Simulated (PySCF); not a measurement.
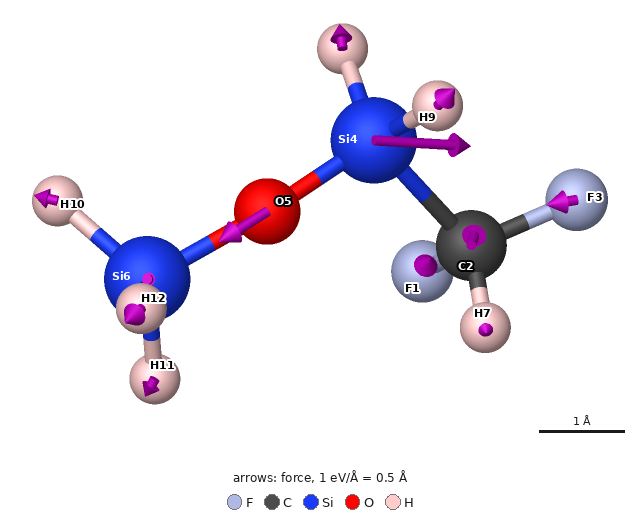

Starting geometry of CH$_{6}$F$_{2}$OSi$_{2}$ with the computed forces as purple arrows. The picture is a ball-and-stick view, seen at a tilt.

The start comes from GFN2-xTB. Its atoms were then displaced at random by about 0.01 Å.

Level of theory: PBE0-D3(BJ)/def2-SVP geometry optimisation, gas phase in PySCF 2.14.0, density-fitted response routines. 

What follows when this structure is relaxed?

It isn't relaxed: the largest force vector, on a Si atom, is 2.66 eV/Å. The final displacements have little in common with the starting forces (cosine between the two patterns 0.09). The energy falls by 6.60 kcal/mol in 22 geometry steps. An F atom moves most after the best rigid fit: 0.56 Å. Largest moves by element: F 0.56 Å, H 0.51 Å, O 0.40 Å, Si 0.18 Å, C 0.10 Å. Among the contacts that change: O–Si 1.576 → 1.652 Å, C–Si 1.963 → 1.916 Å, H–Si 1.452 → 1.487 Å, O–Si 1.630 → 1.664 Å. Among the angles between lasting bonds that change: Si–O–Si 167.7° → 144.0°, H–Si–H 115.3° → 111.3°, O–Si–H 104.1° → 107.8°. The run took 2.1 min on 1 thread of Arm Neoverse V2, on a shared host.
